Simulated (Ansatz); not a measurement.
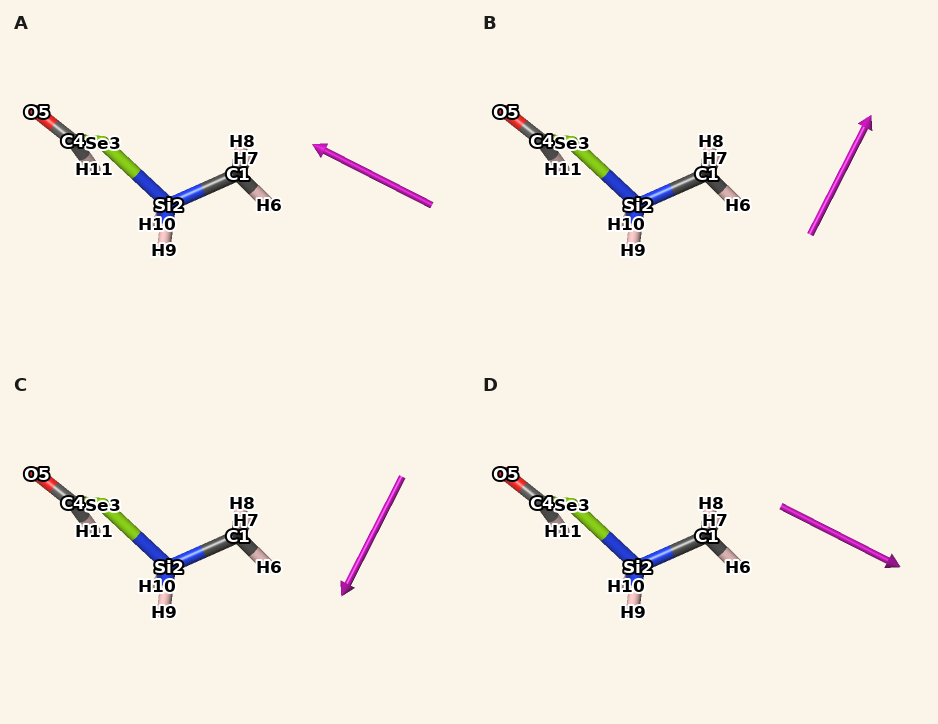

The same molecule four times, each with an arrow. Computed geometry: PBE-D4/def2-SVP optimisation. No frequency run is at hand to confirm it as a minimum. Method: RKS PBE-D4/def2-SVP (Ansatz 0.2.0).

> Which arrow points along the dipole moment, from the negative to the positive end?

D. The dipole moment is 3.25 D; it points from the side of O5 to the side of H6 (the outermost atoms at the two ends).
